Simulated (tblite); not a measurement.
# C5H13BN2O2: the cost of one run

The runs use tblite 0.8.0 and PySCF 2.14.0, with density-fitted response routines of our own; the level of theory stands in each step. All values are computed, except where a source is named. Atoms count from 0, in the outputs and in this text.

## Step 1: The molecule as given

23 atoms, charge 0, multiplicity 1; geometry from: force field or distance geometry start.

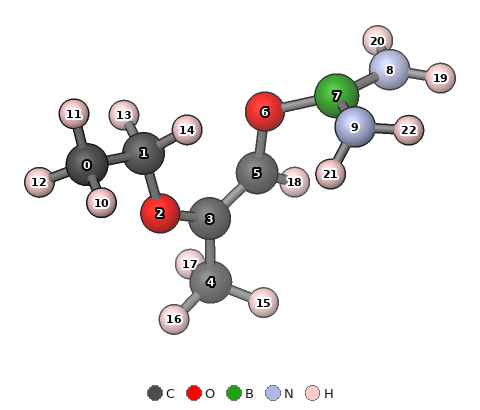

The starting geometry (carbon dark grey, oxygen red, boron green, nitrogen light blue, hydrogen pink), atoms numbered.

## Step 2: Geometry optimisation with GFN2-xTB

The job: settings as JSON, then the geometry in Å.

```
{"job": {"kind": "relax", "xc": "GFN2-xTB", "basis": "xTB"}, "charge": 0, "multiplicity": 1}
C     -3.002300     1.487100    -0.725900
C     -1.740000     0.671200    -0.712300
O     -1.666100    -0.216300     0.379100
C     -0.634600    -1.081400     0.646700
C     -0.837200    -2.181900     1.682000
C      0.541500    -1.043500     0.085100
O      0.922900    -0.109300    -0.876100
B      2.247800     0.544800    -0.644700
N      3.516800    -0.133200    -0.915100
N      2.174100     1.804500     0.228200
H     -3.095800     2.165200     0.170900
H     -3.015200     2.075500    -1.667400
H     -3.882900     0.795900    -0.781200
H     -1.747700     0.032500    -1.637500
H     -0.895100     1.368500    -0.789200
H      0.021000    -2.235400     2.373700
H     -1.795600    -1.981900     2.186900
H     -0.941100    -3.122900     1.086800
H      1.302600    -1.772800     0.379000
H      4.356600     0.169800    -0.405600
H      3.603300    -0.825000    -1.628800
H      1.445200     1.610900     0.933400
H      3.117100     2.004600     0.641900
```

Command:

```sh
$ OMP_NUM_THREADS=1 python probes_run.py task.json out
```

One launch serves the whole session: the jobs run in the order shown.

**Question.** How long does this first job take on 1 thread of Arm Neoverse V2, shared host, and how much memory does it need?

About 1.9 s, with a peak of 0.18 GiB.
